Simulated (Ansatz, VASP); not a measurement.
# TiTe2: VASP beside Ansatz

Aim: how closely do two programs agree when they are given the same cell, functional and k mesh? The cell comes out of the VASP series on this material, whose earlier steps may have relaxed, scaled or displaced it; both programs get it as it stands.

Calculated with Ansatz 0.2.0; plane waves, with VASP 6.6.1 beside it; relaxation of cell and atoms at PBEsol.

### 1. Starting point

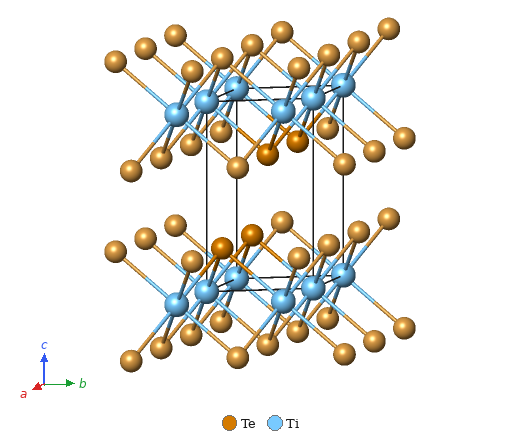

The cell as given, slightly off an axis (tellurium orange, titanium blue). 2×1×1 cells are drawn. Some periodic images of atoms are drawn too.

Coordinates:

```cif
data_structure
_symmetry_space_group_name_H-M 'P 1'
_symmetry_Int_Tables_number 1
_cell_length_a 3.6974
_cell_length_b 3.6974
_cell_length_c 6.4366
_cell_angle_alpha 90.000
_cell_angle_beta 90.000
_cell_angle_gamma 120.000
_cell_volume 76.21
loop_
_atom_site_label
_atom_site_type_symbol
_atom_site_fract_x
_atom_site_fract_y
_atom_site_fract_z
_atom_site_occupancy
Te1 Te 0.33333 0.66667 0.73231 1
Te2 Te 0.66667 0.33333 0.26769 1
Ti3 Ti 0.00000 0.00000 0.00000 1
```

### 2. VASP: relaxation of cell and atoms, PBEsol

The relaxed volume is the usual yardstick between codes: its relative difference is about their pressure difference at one cell divided by the bulk modulus.

Lines of VASP's logs that name or quote its potential files are left out, and so is its time.

The input, INCAR:

```
SYSTEM = TiTe2
PREC = Accurate
ENCUT = 520
EDIFF = 1E-07
NELM = 100
ISMEAR = 1
SIGMA = 0.15
LREAL = .FALSE.
ALGO = Normal
GGA = PS
NBANDS = 18
LASPH = .TRUE.
LORBIT = 11
LWAVE = .FALSE.
LCHARG = .FALSE.
KPAR = 4
IBRION = 2
NSW = 50
ISIF = 3
EDIFFG = -0.005
```

The input, POSCAR:

```
TiTe2
1.0
    3.6974287611      0.0000000000      0.0000000000
   -1.8487143805      3.2020672358      0.0000000000
    0.0000000000      0.0000000000      6.4366163874
Te Ti
2 1
Direct
    0.3333333333      0.6666666667      0.7323136993
    0.6666666667      0.3333333333      0.2676863007
    0.0000000000      0.0000000000      0.0000000000
```

The input, KPOINTS:

```
Automatic mesh
0
Gamma
14 14 8
0 0 0
```

Potentials, in the order of the species: Te and Ti_sv (PBE family, release 64).

Started as:

```sh
> mpirun -np 4 vasp_std
```

Numbers of over 12 decimals in the logs are rounded to 6 here.

Log:

```text
[banner, memory and clock lines left out]
running    4 mpi-ranks, on    1 nodes
 distrk:  each k-point on    1 cores,    4 groups
 distr:  one band on    1 cores,    1 groups

 POSCAR found type information on POSCAR TeTi
 POSCAR found :  2 types and       3 ions
|                                                                             |
|               ----> ADVICE to this user running VASP <----                  |
|                                                                             |
|     You enforced a specific xc type in the INCAR file but a different       |
|     [... a line on the potential file left out ...]
|     I HOPE YOU KNOW WHAT YOU ARE DOING!                                     |
|                                                                             |

 LDA part: xc-table for (Slater+PW92), standard interpolation
 POSCAR, INCAR and KPOINTS ok, starting setup
 FFT: planning ... GRIDC
 FFT: planning ... GRID_SOFT
 FFT: planning ... GRID
 WAVECAR not read
 entering main loop
       N       E                     dE             d eps       ncg     rms          rms(c)
DAV:   1     0.176884477162E+03    0.17688E+03   -0.10951E+04  6048   0.125E+03
DAV:   2    -0.327539957818E+01   -0.18016E+03   -0.17640E+03  6488   0.311E+02
DAV:   3    -0.191259355557E+02   -0.15851E+02   -0.15481E+02  9408   0.854E+01
DAV:   4    -0.196720633102E+02   -0.54613E+00   -0.54349E+00  7682   0.148E+01
DAV:   5    -0.196936095559E+02   -0.21546E-01   -0.21538E-01  9280   0.286E+00    0.127E+01
DAV:   6    -0.195649905819E+02    0.12862E+00   -0.35231E+01  7136   0.393E+01    0.128E+01
DAV:   7    -0.177683444214E+02    0.17966E+01   -0.25734E+01  7776   0.313E+01    0.513E+00
DAV:   8    -0.175407614403E+02    0.22758E+00   -0.13982E+00  7044   0.865E+00    0.175E+00
DAV:   9    -0.175519593217E+02   -0.11198E-01   -0.16737E-01  8204   0.265E+00    0.140E+00
DAV:  10    -0.175418509115E+02    0.10108E-01   -0.19735E-01  7352   0.325E+00    0.797E-01
DAV:  11    -0.175387560049E+02    0.30949E-02   -0.32629E-02  7248   0.133E+00    0.362E-01
DAV:  12    -0.175386159519E+02    0.14005E-03   -0.39187E-03  7288   0.442E-01    0.225E-01
DAV:  13    -0.175385027896E+02    0.11316E-03   -0.48701E-04  7346   0.168E-01    0.380E-02
DAV:  14    -0.175385051925E+02   -0.24029E-05   -0.14572E-05  6902   0.312E-02    0.323E-02
DAV:  15    -0.175385014244E+02    0.37681E-05   -0.87510E-06  7572   0.239E-02    0.137E-02
DAV:  16    -0.175385006352E+02    0.78917E-06   -0.40094E-06  8748   0.121E-02    0.222E-03
DAV:  17    -0.175385007296E+02   -0.94401E-07   -0.95200E-08  3824   0.215E-03
   1 F= -.17538501E+02 E0= -.17538497E+02  d E =-.175385E+02
 curvature:   0.00 expect dE= 0.000E+00 dE for cont linesearch  0.000E+00
 trial: gam= 0.00000 g(F)=  0.208E-05 g(S)=  0.245E-05 ort = 0.000E+00 (trialstep = 0.100E+01)
 search vector abs. value=  0.453E-05
 reached required accuracy - stopping structural energy minimisation
```

OUTCAR, selected parts (step 2):

```text
ion  position               nearest neighbor table
   1  0.333  0.667  0.732-   3 2.74   3 2.74   3 2.74   2 3.67   2 3.67   2 3.67
   2  0.667  0.333  0.268-   3 2.74   3 2.74   3 2.74   1 3.67   1 3.67   1 3.67
   3  0.000  0.000  0.000-   1 2.74   2 2.74   1 2.74   2 2.74   2 2.74   1 2.74

  LATTYP: Found a hexagonal cell.
 ALAT       =     3.6974287611
 C/A-ratio  =     1.7408358087

 Subroutine GETGRP returns: Found 12 space group operations
 (whereof 12 operations were pure point group operations)

The static configuration has the point symmetry D_3d.

 Found    168 irreducible k-points:

   k-points           NKPTS =    168   k-points in BZ     NKDIM =    168   number of bands    NBANDS=     18

   dimension x,y,z NGX =    28 NGY =   28 NGZ =   48
   dimension x,y,z NGXF=    56 NGYF=   56 NGZF=   96

   ENCUT  =  520.0 eV  38.22 Ry    6.18 a.u.   6.87  6.87 11.97*2*pi/ulx,y,z

   NELECT =      24.0000    total number of electrons

 k-points in reciprocal lattice and weights: Automatic mesh
   0.00000000  0.00000000  0.00000000       0.001
   0.07142857  0.00000000  0.00000000       0.004
   0.14285714  0.00000000  0.00000000       0.004
   0.21428571  0.00000000  0.00000000       0.004
   0.28571429  0.00000000  0.00000000       0.004
   0.35714286  0.00000000  0.00000000       0.004
   0.42857143  0.00000000  0.00000000       0.004
   0.50000000  0.00000000  0.00000000       0.002
   0.07142857  0.07142857  0.00000000       0.004
[...]
0.28571429  0.28571429  0.50000000       0.004
   0.35714286  0.28571429  0.50000000       0.004

 average (electrostatic) potential at core
       1 -86.6451       2 -86.6451       3 -73.8185

 E-fermi :   7.3443

 k-point     1 :       0.0000    0.0000    0.0000
  band No.  band energies     occupation
    ...
      5      -5.3920      2.00000
      6      -3.7614      2.00000
      7       1.7633      2.00000
      8       5.7314      2.00000
      9       5.7314      2.00000
     10       7.5681     -0.05601
     11       7.7721     -0.00042
     12       7.7721     -0.00042
     13       7.9611     -0.00000
     14       8.6286     -0.00000
    ...

 k-point     2 :       0.0714    0.0000    0.0000
  band No.  band energies     occupation
    ...
      6      -3.7275      2.00000
      7       1.8375      2.00000
      8       5.5654      2.00000
      9       5.7400      2.00000
     10       7.3812      0.59781
     11       7.5990     -0.03726
     12       7.6162     -0.02790
     13       7.9279     -0.00000
     14       8.4965     -0.00000
     15       8.6992     -0.00000
    ...

 k-point     3 :       0.1429    0.0000    0.0000
  band No.  band energies     occupation
    ...
      7       2.0564      2.00000
      8       5.1397      2.00000
      9       5.7584      2.00000
     10       6.4753      2.00000
     11       7.2488      1.87144
     12       7.5541     -0.06366
     13       7.6589     -0.01154
     14       8.4240     -0.00000
     15       8.7541     -0.00000
     16      10.1936     -0.00000
    ...

  Total       -0.0079086     -0.0079086      0.0052113     -0.0000000     -0.0000000      0.0000000
  in kB       -0.1662730     -0.1662730      0.1095650     -0.0000000     -0.0000000      0.0000000
  external PRESSURE =      -0.0743270 kB  Pullay stress =       0.0000000 kB

  energy-cutoff  :      520.00
  volume of cell :       76.21
      direct lattice vectors                 reciprocal lattice vectors
     3.697428761  0.000000000  0.000000000     0.270458220  0.156149126  0.000000000
    -1.848714380  3.202067236  0.000000000     0.000000000  0.312298252  0.000000000
     0.000000000  0.000000000  6.436616387     0.000000000  0.000000000  0.155361131

 POSITION                                       TOTAL-FORCE (eV/Angst)
 -----------------------------------------------------------------------------------
     -0.00000      2.13471      4.71362         0.000000     -0.000000     -0.004640
      1.84871      1.06736      1.72299        -0.000000      0.000000      0.004640
      0.00000      0.00000      0.00000         0.000000      0.000000      0.000000
 -----------------------------------------------------------------------------------
    total drift:                               -0.000000      0.000000     -0.000000

  FREE ENERGIE OF THE ION-ELECTRON SYSTEM (eV)
  ---------------------------------------------------
  free  energy   TOTEN  =       -17.5385007296 eV

  energy  without entropy=      -17.5384905513  energy(sigma->0) =      -17.53849734

 reached required accuracy - stopping structural energy minimisation

 total charge
# of ion       s       p       d       tot
------------------------------------------
    1        1.385   1.991   0.044   3.420
    2        1.385   1.991   0.044   3.420
    3        2.171   6.129   1.911  10.211
--------------------------------------------------
tot          4.940  10.111   1.999  17.050

[... 3 further parts left out ...]
```

### 3. Ansatz: relaxation of cell and atoms, PBEsol

Ansatz runs on its default PAW (the set named soft_2) files.

The same cell, functional, mesh and smearing now go to Ansatz, which takes its cutoff from its data sets.

The input, input.yaml:

```yaml
crystal:
  lattice:
    - [3.6974287611, 0.0, 0.0]
    - [-1.8487143805, 3.2020672358, 0.0]
    - [0.0, 0.0, 6.4366163874]
  atoms:
    - { symbol: Te, position: [0.3333333333, 0.6666666667, 0.7323136993] }
    - { symbol: Te, position: [0.6666666667, 0.3333333333, 0.2676863007] }
    - { symbol: Ti, position: [0.0, 0.0, 0.0] }
hamiltonian:
  xc: pbesol
  pseudopotentials: { kind: paw }
kpoints:
  mp_grid: { grid: [14, 14, 8] }
scf:
  occupations: { method: methfessel_paxton, width: 0.15 }
relax:
  f_tol: 0.01
  max_steps: 60
  cell: { stress_tol: 0.05 }
output:
  forces: true
  stress: true
```

Started as:

```sh
> ansatz run input.yaml --threads 4 --pin off --max-ram 9216MiB --backend cpu --events-out ev --progress --plain --runs-dir out
```

Log:

```text
Engine: ansatz 0.2.0, aarch64-unknown-linux-gnu
Pseudopotentials: kind: paw
Pseudopotential: Te, paw, valence charge 16, recommended cutoff 420 eV (normal), Te.paw.azcp
Pseudopotential: Ti, paw, valence charge 12, recommended cutoff 420 eV (normal), Ti.paw.azcp
Functional definition: PBEsol
  exchange = pbesol_x
  correlation = pbesol_c
Crystal: 3 atoms, lattice volume = 76.206 Å³
Basis set: ecut = 420 eV, 1485 PW (Γ), exchange–correlation on 50×50×90 points (8 copies of the dense FFT grid, shifted against one another)
Bands: 27, of which v1, the nominal top of the filled ones, is band 22 counted from 1 (21 counted from 0)
Symmetry: 12 space group operations
Space group: P-3m1 (ITA 164), of the structure as read, at distance tolerance 4.2e-5 Å
k-points: 168 of 1568
Non-local potential: Te, projectors of the file, l = 0: 2, l = 1: 2, l = 2: 2, l = 3: 2
Non-local potential: Ti, projectors of the file, l = 0: 3, l = 1: 2, l = 2: 3, l = 3: 1
PAW form: soft (Blöchl's): semilocal exchange-correlation on the pseudo side does not see the compensation charge
PAW frozen core: Te, regenerated for the run's functional, and the local potential with it (the file was generated under x = pbe(κ = 0.804, μ = 0.219515), c = pbe(β = 0.066725))
PAW frozen core: Ti, regenerated for the run's functional, and the local potential with it (the file was generated under x = pbe(κ = 0.804, μ = 0.219515), c = pbe(β = 0.066725))
PAW one-centre angular grid: Te, 590 points (default); XC on 64 Gauss nodes
PAW one-centre angular grid: Ti, 590 points (default); XC on 64 Gauss nodes
Initial density: superposition of atomic densities (neutral atoms: chi_scale 0, normalization atom), corrected by the library's trained network
Initial wavefunctions: pseudopotential atomic-orbital guess
Functional: x = pbesol(κ = 0.804, μ = 0.123457), c = pbesol(β = 0.046)
SCF iter   1: F=—  HF=-16279.087850 eV  |F-HF|=—  |Δ(HF+E_count)|=         —  Δρ=7.02e-3  dr2=5.95e-2  ethr=1.77e-3  ⟨swp⟩=5.4  Hψ=19582  notcnv=0
preconditioner: auto → Kerker (q_TF=auto, 2.490 Å⁻¹)  [metal: Δε(μ)=0.004 eV  Ē_g=6.564 eV  σ=0.150 eV  W_gap=0.02  n_scr=22 (ndim 8)  ℏωp=17.0 eV  f_vac=0.009  D(μ)=1.37/eV (n_scr^D=2)]
SCF iter   2: F=—  HF=-16279.081273 eV  |F-HF|=—  |Δ(HF+E_count)|=   6.58e-3  S|Δr|=    0.00e0  Δρ=3.62e-3  dr2=1.68e-2  ethr=1.35e-4  ⟨swp⟩=1.0  Hψ=5883  notcnv=0
SCF iter   3: F=—  HF=-16279.079384 eV  |F-HF|=—  |Δ(HF+E_count)|=   1.89e-3  S|Δr|=    0.00e0  Δρ=4.22e-4  dr2=1.86e-4  ethr=3.81e-5  ⟨swp⟩=2.1  Hψ=5423  notcnv=0
SCF iter   4: F=—  HF=-16279.079363 eV  |F-HF|=—  |Δ(HF+E_count)|=   2.07e-5  S|Δr|=    0.00e0  Δρ=1.75e-4  dr2=3.34e-5  ethr=4.23e-7  ⟨swp⟩=2.0  Hψ=8017  notcnv=0
SCF iter   5: F=—  HF=-16279.079347 eV  |F-HF|=—  |Δ(HF+E_count)|=   1.67e-5  S|Δr|=    0.00e0  Δρ=7.92e-5  dr2=7.32e-6  ethr=7.59e-8  ⟨swp⟩=2.4  Hψ=5880  notcnv=0
SCF iter   6: F=—  HF=-16279.079347 eV  |F-HF|=—  |Δ(HF+E_count)|=   4.84e-7  S|Δr|=    0.00e0  Δρ=1.32e-5  dr2=2.34e-7  ethr=1.66e-8  ⟨swp⟩=2.0  Hψ=5987  notcnv=0
SCF iter   7: F=-16279.079347 eV  HF=-16279.079347 eV  |F-HF|=8.28e-9  |Δ(HF+E_count)|=   8.24e-8  S|Δr|=    0.00e0  Δρ=4.19e-6  dr2=3.50e-8  ethr=2.27e-10  ⟨swp⟩=4.9  Hψ=14353  notcnv=0
SCF 1 converged in 7 iterations: F = -16279.079347 eV  dr2 = 3.50e-8
  greatest PAW one-centre occupation: 0.999 electrons in one spin orbital (limit 2), on the Ti atom at site 2 (counted from 0), in its partial waves of l = 0
relax step   1: F+E_penalty+E_count = -16279.07934714 eV  Δ(F+E_penalty+E_count) = +0.000e0 eV  max|allowed force component| = 1.486e-2 eV/Å  Δτ_max = 0.0000 Å  P = -0.054 GPa  Ω = 76.206 Å³  (7 SCF iters, dr2 threshold 1.00e-7 eV, accepted)
[...]
relax step   2: F+E_penalty+E_count = -16279.07922403 eV  Δ(F+E_penalty+E_count) = +1.231e-4 eV  max|allowed force component| = 3.441e-2 eV/Å  Δτ_max = 0.0070 Å  P = +0.079 GPa  Ω = 76.330 Å³  energy of the carried Pulay correction = -2.027e-5 eV  (6 SCF iters, dr2 threshold 1.38e-8 eV, rejected (line search))
[...]
relax step   3: F+E_penalty+E_count = -16279.07937371 eV  Δ(F+E_penalty+E_count) = -2.657e-5 eV  max|allowed force component| = 5.097e-4 eV/Å  Δτ_max = 0.0022 Å  P = -0.003 GPa  Ω = 76.231 Å³  energy of the carried Pulay correction = -4.107e-6 eV  (8 SCF iters, accepted)
[...]
relax step   4: F+E_penalty+E_count = -16279.07937925 eV  Δ(F+E_penalty+E_count) = -5.541e-6 eV  max|allowed force component| = 5.067e-4 eV/Å  Δτ_max = 0.0000 Å  P = -0.003 GPa  Ω = 76.231 Å³  stress off target by 1.04e-2 GPa  SCF on the basis re-selected at this cell (its energy is not comparable with the rows above)  (4 SCF iters)
basis re-selected at this cell: Δ(F+E_penalty+E_count) = -5.541e-6 eV, ΔP = -0.000 GPa vs the last step (what re-selecting the basis moved, of the pressure what is left beyond the Pulay correction that the steps carried, after the strain that the cell walked since its last selection, with what the two solves' SCF thresholds leave and, on support functions, any second-order correction that the steps lacked; it is no m [...]
SCF converged after 4 iterations
Stability not checked: this state was not tested for a lower state beside it, because cold or Methfessel-Paxton smearing, or corrected tetrahedra, fill the levels in a way that the test cannot read (fill_not_monotonic; see scf.lower_state_search)
Free energy (F): -16279.079379 eV
Harris-Foulkes:  -16279.079379 eV  (|F-HF|=3.64e-12)
Internal energy: -16279.079372 eV  (E = F + TS)
E sigma→0 (E₀):  -16279.079378 eV
Entropy (-TS):   -0.000007 eV (-0.002 meV/atom)
Fermi energy:    10.968835 eV
--- Per-component energies (eV) ---
  E_band       = -638.212881
  E_kinetic    = 635.523167
  E_local      = -3276.597505  (includes V_loc(G=0)·N_el)
  E_nonlocal   = -605.740752
  E_hartree    = 1936.029099
  E_xc         = -344.880792
  E_vxc        = -331.788047  (∫ρ·V_xc dr)
  E_paw        = -10192.423705  (= ΣΔE_a)
  E_vpaw       = -931.667583  (= ΣTr[D̂ρ^β])
  E_aug_tail   = -0.000254  (compensation charges beyond the density's cutoff)
  E_ewald      = -4431.877646
  E_core_change = 0.889015  (= ΣΔE_core)
  E_smearing   = -0.000007  (= −TS)
  E_closure    = 0.000000  (closes the sum)
  Σ components = -16279.079379   (vs F -16279.079379, Δ=0.00e0)
--- Forces (eV/Å), atoms counted from 1 ---
  atom   1  Te     0.00000000    -0.00000000    -0.00050666
  atom   2  Te    -0.00000000     0.00000000     0.00050666
  atom   3  Ti    -0.00000000     0.00000000     0.00000000
  max |Σ_I F_I| component: 2.31e-18 eV/Å
--- Stress (GPa, compression-positive) ---
       -0.009516      -0.000000       0.000000
       -0.000000      -0.009516       0.000000
        0.000000       0.000000       0.010417
  P = ⅓ Tr σ = -0.0029 GPa (-0.029 kbar)
--- Relaxed structure (3 steps of the walk, 2 accepted, 1 SCFs on fresh bases) ---
  F+E_penalty+E_count = -16279.07937925 eV   max|allowed force component| = 5.067e-4 eV/Å   (the final SCF, on the basis selected at the relaxed cell)
  cell:  # Å, volume = 76.2309 Å³
    - [3.696854, -2.8862925104702722e-11, 0]
    - [-1.848427, 3.201570, 0]
    - [0, 0, 6.440740]
  atoms:
    - { symbol: Te, position: [0.333333, 0.666667, 0.732652] }
    - { symbol: Te, position: [0.666667, 0.333333, 0.267348] }
    - { symbol: Ti, position: [0, 0, 0] }
```

Wall time 16 s (4 threads of Arm Neoverse V1, shared host); peak memory 0.6 GiB.

### 4. Side by side

Known differences besides the PAW data sets themselves: both relaxations stop at a tolerance, which leaves soft axes loose, and VASP keeps its plane-wave basis; the data sets hold 44 valence electrons in Ansatz (default PAW (the set named soft_2) files) and 24 in VASP; the cutoff is 420 eV in Ansatz and 520 eV in VASP; Ansatz makes its cores anew for this functional, VASP keeps those of its PBE data sets; Ansatz adds a Pulay correction to the stress that steers its cell, VASP none. Total energies have different zeros and are not compared.

The two programs side by side:

| quantity | Ansatz | VASP | difference |
| --- | --- | --- | --- |
| volume (Å³) | 76.23 | 76.21 | +0.03 % |
| edge a after relaxation, in the typed setting (Å) | 3.697 | 3.697 | -0.01 % |
| edge c after relaxation, in the typed setting (Å) | 6.441 | 6.437 | +0.06 % |

The walks stopped with 0.00 GPa left in Ansatz and -0.01 GPa in VASP; each walk ends within a tolerance, so the volume difference is uncertain by about these residues over the bulk modulus, most in soft cells.

### 5. What came out

| Property | Result |
| --- | --- |
| difference in edge c after relaxation, in the typed setting (relaxation of cell and atoms, PBEsol) | 0.064 % |

What this shows: The difference in edge c after relaxation, in the typed setting is 0.064 % (relaxation of cell and atoms, PBEsol), within the 1.2 % picked in this series as the mark of a large difference, as far as the stopping tolerances let one tell. How closely two codes agree says nothing of how well the functional describes the real material.

[Lines on the potential files, build, host, timing and source positions are cut from VASP's logs without a mark.]

[Logs are printed without paths, hosts, clocks, repeated set-up lines and the standing remarks that a program may print on its own settings, such as how far it seeks lower states.]

[Hosts, paths, dates, database ids (printed as entryN), source tags and the programs' standing remarks are cut or masked in the printed files.]
